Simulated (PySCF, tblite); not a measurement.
# C₄H₁₄BNSi: geometry, infrared bands and NMR shifts

What infrared bands and NMR shifts should C₄H₁₄BNSi (`[BH3-][N@H+]1CC[Si]1(C)C`) show?

The runs use tblite 0.8.0 and PySCF 2.14.0, with density-fitted response routines of our own; the level of theory stands in each step. All values are computed, except where a source is named. Atoms count from 0, in the outputs and in this text.

## 1. Starting geometry

21 atoms, charge 0, multiplicity 1; geometry from: force field or distance geometry start.

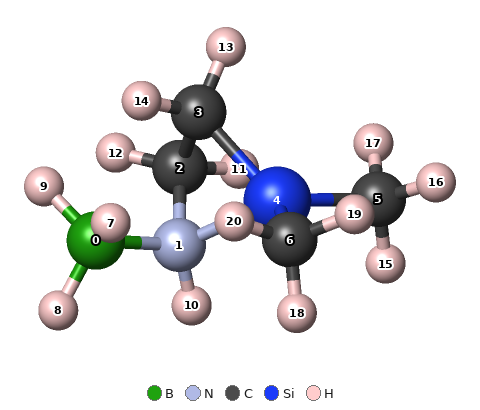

The starting geometry (boron green, nitrogen light blue, carbon dark grey, silicon blue, hydrogen pink), atoms numbered; sticks join atoms by distance.

## 2. Optimising the geometry with GFN2-xTB

What the job is given:

```
{"job": {"kind": "relax", "xc": "GFN2-xTB", "basis": "xTB"}, "charge": 0, "multiplicity": 1}
B     -1.573400    -1.289200    -0.560700
N     -0.835400     0.038200    -0.756900
C     -1.326100     0.983400     0.227700
C     -0.627400     0.159700     1.277400
Si     0.739500     0.150300     0.077700
C      1.627000     1.762200    -0.060500
C      1.725400    -1.380800    -0.177400
H     -0.909100    -2.135200    -0.089300
H     -1.990400    -1.655300    -1.617700
H     -2.556400    -1.109400     0.132400
H     -0.762300     0.366500    -1.725000
H     -0.816800     1.953700     0.112200
H     -2.434900     1.031600     0.328600
H     -0.511000     0.786700     2.189900
H     -1.116800    -0.786500     1.546900
H      1.615900     2.087300    -1.096400
H      2.671000     1.596800     0.334000
H      1.164000     2.478800     0.634000
H      1.922500    -1.470600    -1.266000
H      2.739500    -1.252600     0.298400
H      1.246100    -2.298500     0.190200
```

Run with:

```sh
OMP_NUM_THREADS=1 python probes_run.py task.json out
```

This one command runs all jobs of the session in turn.

Output:

```text
step      E/eV     max force
  0    -585.29557    5.135
  1    -585.84979    1.946
  2    -586.09421    1.657
  3    -586.31007    0.852
  4    -586.40797    0.730
  5    -586.47828    0.743
  6    -586.53926    0.583
  7    -586.59926    0.463
  8    -586.64150    0.447
  9    -586.66959    0.405
 10    -586.68782    0.390
 11    -586.70654    0.327
 12    -586.73013    0.447
 13    -586.75386    0.534
 14    -586.77437    0.441
 15    -586.79261    0.329
 16    -586.80915    0.310
 17    -586.82570    0.403
 18    -586.84389    0.483
 19    -586.86078    0.357
 20    -586.87579    0.379
 21    -586.89079    0.370
 22    -586.90500    0.272
 23    -586.91673    0.263
 24    -586.92552    0.187
 25    -586.93120    0.201
 26    -586.93481    0.126
 27    -586.93795    0.126
 28    -586.94124    0.170
 29    -586.94503    0.244
 30    -586.94938    0.243
 31    -586.95420    0.189
 32    -586.95950    0.205
 33    -586.96683    0.279
 34    -586.97671    0.298
 35    -586.99559    0.327
 36    -587.00961    0.249
 37    -587.03084    0.311
 38    -587.05230    0.351
 39    -587.06280    0.556
 40    -587.09243    0.267
 41    -587.10688    0.208
 42    -587.11967    0.230
 43    -587.12737    0.222
 44    -587.13960    0.207
 45    -587.14444    0.158
 46    -587.14762    0.127
 47    -587.15030    0.128
 48    -587.15400    0.173
 49    -587.15809    0.178
 50    -587.16185    0.146
 51    -587.16498    0.139
 52    -587.16775    0.126
 53    -587.17133    0.146
 54    -587.17498    0.136
 55    -587.17877    0.166
 56    -587.18161    0.119
 57    -587.18449    0.164
 58    -587.18743    0.177
 59    -587.19075    0.118
 60    -587.19218    0.075
 61    -587.19285    0.056
 62    -587.19335    0.053
 63    -587.19398    0.055
 64    -587.19457    0.048
 65    -587.19508    0.037
 66    -587.19548    0.043
 67    -587.19585    0.045
 68    -587.19626    0.056
 69    -587.19674    0.067
 70    -587.19727    0.055
 71    -587.19775    0.042
 72    -587.19809    0.045
 73    -587.19832    0.046
 74    -587.19852    0.037
 75    -587.19870    0.025
 76    -587.19883    0.022
 77    -587.19892    0.021
 78    -587.19899    0.022
 79    -587.19906    0.019
 80    -587.19913    0.020
 81    -587.19921    0.017
 82    -587.19928    0.020
 83    -587.19938    0.020
 84    -587.19950    0.024
 85    -587.19965    0.029
 86    -587.19983    0.034
 87    -587.20003    0.029
 88    -587.20022    0.028
 89    -587.20039    0.026
 90    -587.20053    0.027
 91    -587.20063    0.025
 92    -587.20072    0.019
 93    -587.20078    0.017
 94    -587.20084    0.017
 95    -587.20089    0.016
 96    -587.20096    0.019
 97    -587.20104    0.023
 98    -587.20112    0.022
 99    -587.20122    0.024
100    -587.20133    0.026
101    -587.20149    0.030
102    -587.20166    0.027
103    -587.20179    0.022
104    -587.20188    0.022
105    -587.20195    0.020
106    -587.20202    0.020
107    -587.20209    0.018
108    -587.20216    0.016
109    -587.20221    0.016
110    -587.20226    0.021
111    -587.20234    0.024
112    -587.20243    0.020
113    -587.20252    0.020
114    -587.20261    0.025
115    -587.20270    0.026
116    -587.20280    0.022
117    -587.20291    0.023
118    -587.20304    0.018
119    -587.20314    0.018
120    -587.20321    0.014
121    -587.20325    0.015
122    -587.20328    0.012
123    -587.20329    0.007
```

It took 0.8 s on 1 thread of Arm Neoverse V2, shared host.

Relaxation path: (not every step is listed)

```tsv
step	energy from step 0 (eV)	largest force (eV/Å)
0	0.0000	5.1354
1	-0.5542	1.9456
2	-0.7986	1.6574
3	-1.0145	0.8516
4	-1.1124	0.7297
5	-1.1827	0.7431
6	-1.2437	0.5833
7	-1.3037	0.4626
8	-1.3459	0.4474
19	-1.5652	0.3569
30	-1.6538	0.2431
41	-1.8113	0.2084
52	-1.8722	0.1261
63	-1.8984	0.0553
74	-1.9030	0.0373
85	-1.9041	0.0295
96	-1.9054	0.0193
107	-1.9065	0.0181
118	-1.9075	0.0175
119	-1.9076	0.0183
120	-1.9076	0.0143
121	-1.9077	0.0148
122	-1.9077	0.0119
123	-1.9077	0.0070
```

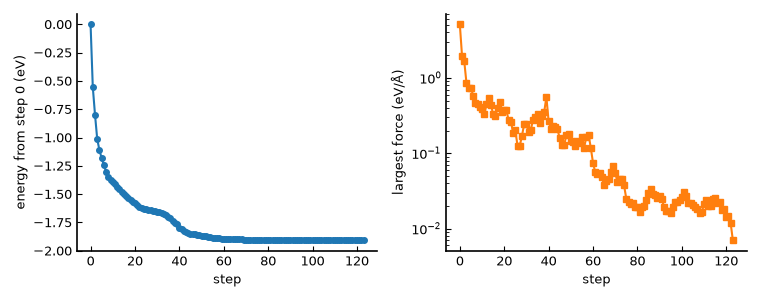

Energy and largest force along the relaxation.

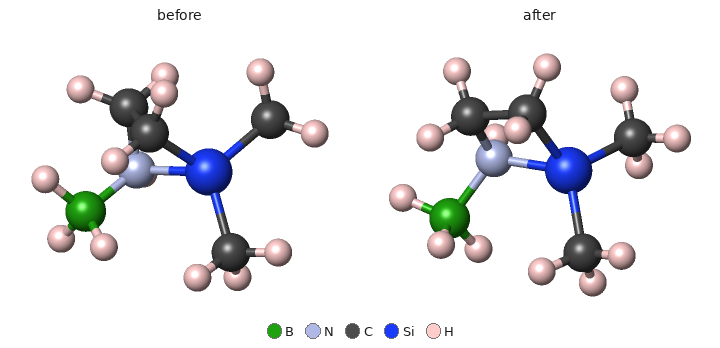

Before and after, at one scale.

Distances of close pairs at the start and the end, largest changes first:

```tsv
bond	before (Å)	after (Å)	change (Å)
B0–N1	1.531	1.640	+0.109
C3–Si4	1.819	1.917	+0.099
Si4–C5	1.845	1.902	+0.056
Si4–C6	1.839	1.890	+0.051
C5–H16	1.128	1.085	-0.044
C6–H19	1.127	1.086	-0.042
C2–C3	1.506	1.535	+0.029
N1–Si4	1.786	1.814	+0.028
```

The end geometry stands in the next job.

## 3. Harmonic vibrations with GFN2-xTB

What the job is given:

```
{"job": {"kind": "ir", "xc": "GFN2-xTB", "basis": "xTB"}, "charge": 0, "multiplicity": 1}
B     -1.509001    -1.094126    -1.273848
N     -0.936341     0.217801    -0.473249
C     -1.584094     0.497961     0.826191
C     -0.350436     0.586817     1.735507
Si     0.742913     0.184657     0.212737
C      1.770550     1.608276    -0.517366
C      1.591119    -1.501450     0.113566
H     -1.431001    -2.019767    -0.522437
H     -0.800494    -1.217510    -2.230084
H     -2.640004    -0.839421    -1.567599
H     -1.120796     0.943255    -1.152772
H     -2.174335     1.414332     0.801567
H     -2.237827    -0.333351     1.083358
H     -0.220399     1.568793     2.183692
H     -0.356653    -0.143196     2.538944
H      1.976152     1.436389    -1.569986
H      2.724937     1.687346    -0.008117
H      1.269737     2.568434    -0.428092
H      1.901065    -1.704993    -0.906801
H      2.469858    -1.552021     0.749488
H      0.906128    -2.291284     0.404830
```

Output:

```text
mode    cm-1     km/mol
  1     -31.5      2.97
  2      41.6      5.82
  3     110.2      0.24
  4     127.5      1.36
  5     158.8      2.10
  6     162.3     13.45
  7     176.5      9.32
  8     217.0      5.16
  9     231.8     10.85
 10     314.4      4.09
 11     473.5     15.69
 12     566.8      4.21
 13     667.2     74.15
 14     687.7      8.35
 15     724.7     44.39
 16     768.2      6.82
 17     779.2      3.25
 18     801.1     44.41
 19     823.7    103.45
 20     837.6    149.40
 21     859.6     93.24
 22     865.4     59.70
 23     906.8    146.68
 24     918.7    105.35
 25    1005.9     78.14
 26    1023.1     15.62
 27    1062.6     26.24
 28    1104.4     40.42
 29    1157.0    245.64
 30    1179.2     13.98
 31    1192.5     11.69
 32    1251.4     44.41
 33    1257.1     59.60
 34    1269.1     45.42
 35    1291.5      3.44
 36    1359.1     30.54
 37    1369.2     17.71
 38    1446.1      2.26
 39    1453.4      3.79
 40    1463.6      3.39
 41    1469.7      1.51
 42    1477.9      0.55
 43    1486.4      1.49
 44    2391.5    330.71
 45    2397.3    350.75
 46    2433.7    144.39
 47    2978.6     35.91
 48    3012.0     26.63
 49    3017.9     31.96
 50    3032.5     14.79
 51    3036.2     13.69
 52    3040.2     15.65
 53    3041.3     12.46
 54    3048.2     24.94
 55    3053.0      3.88
 56    3060.4     21.03
 57    3417.1      0.60
```

Wall time 0.69 s (1 thread of Arm Neoverse V2, shared host).

The strongest bands and the atoms that carry them (share of the mass-weighted mode):

```tsv
cm⁻¹	km/mol	atoms
824	103.5	Si4 19 %, H17 18 %, H20 11 %
838	149.4	H19 21 %, H16 19 %, H15 11 %, H18 11 %
907	146.7	H13 15 %, H10 13 %, H7 11 %, Si4 10 %
919	105.3	H9 19 %, H8 18 %, N1 12 %, B0 11 %
1157	245.6	H9 29 %, H8 29 %, H7 27 %, B0 11 %
2392	330.7	H8 70 %, H9 12 %
2397	350.8	H9 48 %, H7 42 %
2434	144.4	H7 43 %, H9 33 %, H8 22 %
```

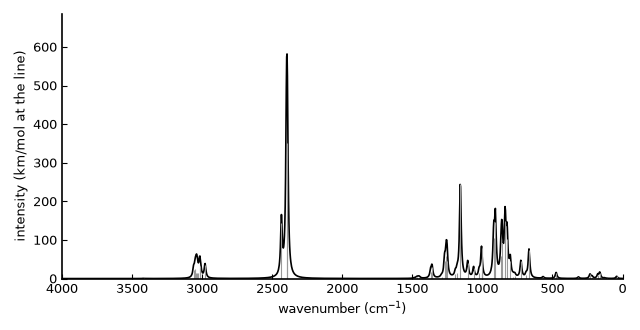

The infrared spectrum from these modes, unscaled. Lines are broadened to a width of 14 cm⁻¹ (Lorentzian).

## 4. NMR shieldings: PBE0/pcSseg-1

Same as in step 3 but for these lines:

```diff
@@ -1,2 +1,2 @@
-{"job": {"kind": "ir", "xc": "GFN2-xTB", "basis": "xTB"}, "charge": 0, "multiplicity": 1}
+{"job": {"kind": "nmr", "xc": "PBE0", "basis": "pcSseg-1"}, "charge": 0, "multiplicity": 1}
 B     -1.509001    -1.094126    -1.273848
```

With the program's defaults for keys left out, this is: GIAO PBE0/pcSseg-1 NMR shielding, non-relativistic, gas phase.

Output:

```text
coarse grid: 16800 points
cycle   1  E = -529.3751130987  dE =  5.107e-01  |g| = 5.676e-01  |ddm| = 3.889e+00
cycle   2  E = -529.3845502199  dE = -9.437e-03  |g| = 5.570e-01  |ddm| = 1.073e+00
cycle   3  E = -529.4680649303  dE = -8.351e-02  |g| = 3.564e-02  |ddm| = 5.096e-01
cycle   4  E = -529.4683125875  dE = -2.477e-04  |g| = 2.052e-02  |ddm| = 5.282e-02
cycle   5  E = -529.4684108286  dE = -9.824e-05  |g| = 4.853e-03  |ddm| = 1.799e-02
cycle   6  E = -529.4684149868  dE = -4.158e-06  |g| = 1.873e-03  |ddm| = 5.025e-03
final grid: 154168 points
cycle   7  E = -529.5068395673  dE = -5.413e-05  |g| = 9.091e-03  |ddm| = 3.200e-02
cycle   8  E = -529.5068364653  dE =  3.102e-06  |g| = 9.817e-03  |ddm| = 1.482e-02
cycle   9  E = -529.5068610433  dE = -2.458e-05  |g| = 4.839e-04  |ddm| = 7.685e-03
cycle  10  E = -529.5068610930  dE = -4.962e-08  |g| = 1.751e-04  |ddm| = 5.924e-04
cycle  11  E = -529.5068611006  dE = -7.687e-09  |g| = 4.883e-05  |ddm| = 1.871e-04
cycle  12  E = -529.5068611012  dE = -5.286e-10  |g| = 1.558e-05  |ddm| = 5.787e-05
converged SCF energy = -529.5068611012

GIAO shielding tensors (ppm)
atom      isotropic    diamagn.    paramagn.     s11        s22        s33       span
  0 B      123.014     188.828     -65.814    104.281    113.358    151.402     47.121
  1 N      212.397     326.084    -113.687    173.497    223.736    239.957     66.459
  2 C      137.848     248.824    -110.976    106.185    128.723    178.635     72.450
  3 C      171.077     257.719     -86.642    148.393    174.024    190.814     42.422
  4 Si     301.784     881.399    -579.615    253.428    307.834    344.088     90.660
  5 C      184.325     255.438     -71.114    176.926    182.047    194.001     17.075
  6 C      187.059     255.423     -68.365    181.136    187.557    192.483     11.348
  7 H       29.786      32.044      -2.258     26.584     28.506     34.266      7.682
  8 H       30.006      31.649      -1.642     26.944     27.631     35.443      8.498
  9 H       29.740      30.866      -1.126     26.487     27.724     35.008      8.521
 10 H       29.100      35.234      -6.134     23.177     26.895     37.228     14.052
 11 H       28.134      30.973      -2.840     24.054     26.526     33.821      9.767
 12 H       28.269      31.208      -2.939     23.938     27.877     32.993      9.055
 13 H       30.209      32.002      -1.793     27.124     27.425     36.078      8.954
 14 H       30.131      32.172      -2.041     26.730     27.395     36.268      9.539
 15 H       31.172      31.318      -0.147     27.032     28.769     37.715     10.683
 16 H       31.448      29.807       1.641     26.961     28.726     38.656     11.694
 17 H       31.303      31.779      -0.476     26.676     29.215     38.017     11.341
 18 H       30.959      31.152      -0.193     27.006     28.197     37.673     10.667
 19 H       31.658      29.882       1.775     27.452     28.511     39.011     11.559
 20 H       30.238      31.888      -1.650     25.177     28.822     36.715     11.537
```

Run time: 37 s. Hardware: 1 thread of Arm Neoverse V2, shared host; peak memory 0.87 GiB.

The references, computed at this level on geometries of the same kind, shield at (ppm): ¹H TMS 31.72, ¹³C TMS 186.9, ²⁹Si TMS 349.2, ¹⁵N NH3 267.7, ¹¹B BF3·OEt2 100.1. Their shielding less the atom's gives the shift. The references are single molecules in the gas phase, so shifts against H2O, NH3, PH3, H3PO4 or CFCl3 are not on the usual liquid scales and can be off by tens of ppm. Atoms listed in one row are averaged.

```tsv
atoms	environment	σ (ppm)	δ (ppm)	δ scaled to CDCl3
C2	sp3 CH2 bonded to N	137.8	49.1	46.0
C3	sp3 CH2 bonded to Si	171.1	15.8	13.6
C5	methyl carbon bonded to Si	184.3	2.6	0.6
C6	methyl carbon bonded to Si	187.1	-0.1	-2.0
H11	hydrogen on an sp3 CH2 bonded to N	28.13	3.58	3.48
H12	hydrogen on an sp3 CH2 bonded to N	28.27	3.45	3.36
H10	hydrogen on a donor nitrogen of a Lewis adduct	29.10	2.62	–
H7, H8, H9	hydrogen on a boron bonded to N	29.84	1.87	–
H14	hydrogen on an sp3 CH2 bonded to Si	30.13	1.59	1.60
H13	hydrogen on an sp3 CH2 bonded to Si	30.21	1.51	1.53
H18, H19, H20	hydrogen on a methyl carbon bonded to Si	30.95	0.77	0.83
H15, H16, H17	hydrogen on a methyl carbon bonded to Si	31.31	0.41	0.49
B0	boron bonded to N, 3 H	123.0	-22.9	–
N1	donor nitrogen of a Lewis adduct	212.4	55.3	–
Si4	silicon bonded to 3 C, N, in a 4-membered ring	301.8	47.4	–
```

The scaled column applies a straight-line fit of computed shieldings to shifts measured in CDCl3 (root-mean-square error 0.16 ppm for H, 1.9 ppm for C).

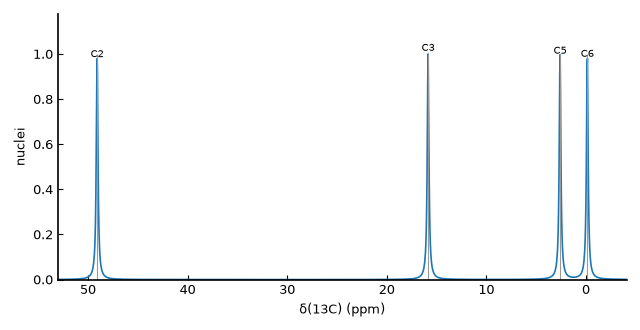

¹³C lines at the computed shifts, without couplings. Lines are broadened to a width of 0.20 ppm (Lorentzian).

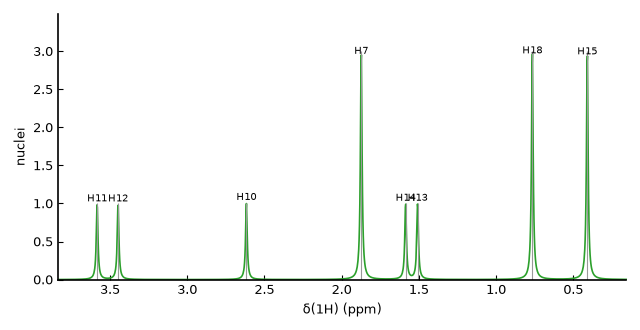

¹H lines at the computed shifts, without couplings. Lines are broadened to a width of 0.01 ppm (Lorentzian).

The run also stored atomic charges by several schemes (e):

```tsv
atoms	Mulliken	IAO	Hirshfeld	ESP fit
B0	-0.09	-0.41	-0.10	-0.12
N1	-0.68	-0.42	-0.10	-0.36
C2	0.00	-0.14	0.00	0.21
C3	-0.57	-0.57	-0.17	-0.64
Si4	1.06	1.18	0.49	0.98
C5	-0.63	-0.73	-0.21	-0.84
C6	-0.61	-0.72	-0.20	-0.77
```

IAO charges:

B0 -0.41; N1 -0.42; C2 -0.14; C3 -0.57; Si4 1.18; C5 -0.73; C6 -0.72; H7 -0.04; H8 -0.03; H9 -0.03; H10 0.28; H11 0.15; H12 0.16; H13 0.15; H14 0.16; H15 0.17; H16 0.16; H17 0.16; H18 0.17; H19 0.16; H20 0.18

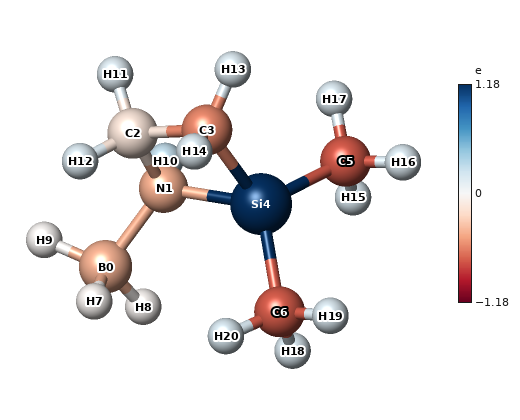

IAO charges, as colours on the atoms.

Mayer bond orders: B0–N1 0.59, N1–C2 0.89, C2–C3 1.02, C3–Si4 0.90, Si4–C5 0.99, Si4–C6 1.01, Si4–N1 0.72.

Ring of atoms N1, C2, C3, Si4: NICS(0) -2.0, NICS(1) -0.8, NICS(1)zz 2.8 ppm (means of both faces).

The fields below are evaluated on a grid from the run's orbitals.

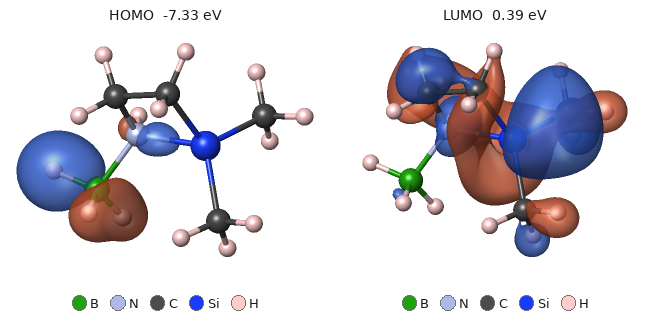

Frontier orbitals at PBE0/pcSseg-1; each surface holds 70 % of the orbital's density, blue and red mark the sign.

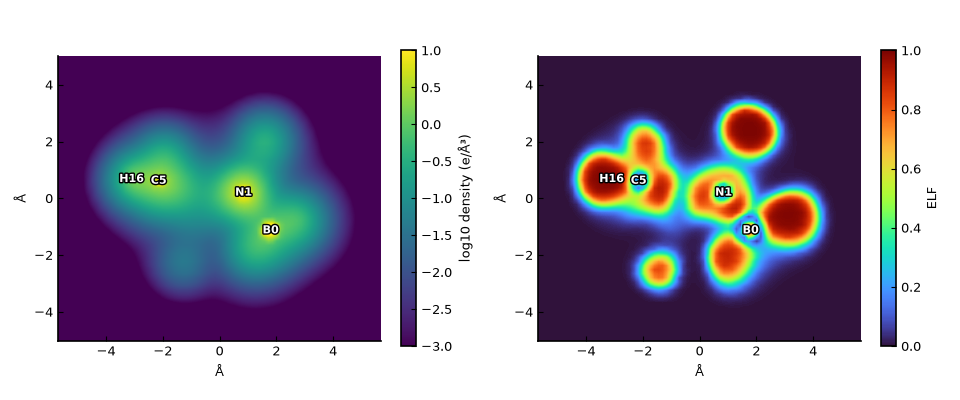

Density (left) and ELF (right) in a plane through or near 4 of the atoms.

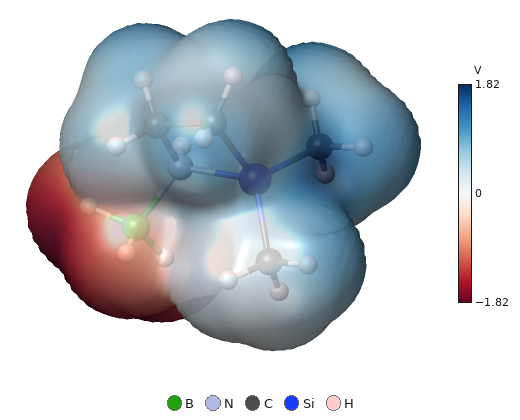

Electrostatic potential on the surface of density 0.002 e/bohr³; red is low, blue high. It runs from -1.82 to 1.79 V.

## 5. Results

```
                                                              quantity                                               value
                             strongest single infrared mode (GFN2-xTB)                               2397 cm⁻¹, 351 km/mol
                                          zero-point energy (GFN2-xTB)                                      110.8 kcal/mol
                                ¹³C shifts against TMS (PBE0/pcSseg-1)                           49.1, 15.8, 2.6, -0.1 ppm
¹H shifts against TMS (PBE0/pcSseg-1, means over atoms taken as alike)  3.58, 3.45, 2.62, 1.87, 1.59, 1.51, 0.77, 0.41 ppm
                           ¹¹B shifts against BF3·OEt2 (PBE0/pcSseg-1)                                           -22.9 ppm
                                ¹⁵N shifts against NH3 (PBE0/pcSseg-1)                                            55.3 ppm
                               ²⁹Si shifts against TMS (PBE0/pcSseg-1)                                            47.4 ppm
                                 surface potential, least and greatest                                  -1.82 V and 1.79 V
```

Over 123 steps the energy fell by 1.908 eV; of the close pairs, B0–N1 changed most, 1.531 to 1.640 Å. The lowest mode is imaginary (32i cm⁻¹), so the xTB geometry is not a minimum. The strongest single mode, at 2397 cm⁻¹, moves mainly H9 and H7. GFN2-xTB is a fitted tight-binding method: band positions and strengths are rough. Its intensities can rank the bands wrongly. At PBE0/pcSseg-1: Shielding is most anisotropic at Si4 (span 91 ppm, paramagnetic term -580 ppm).
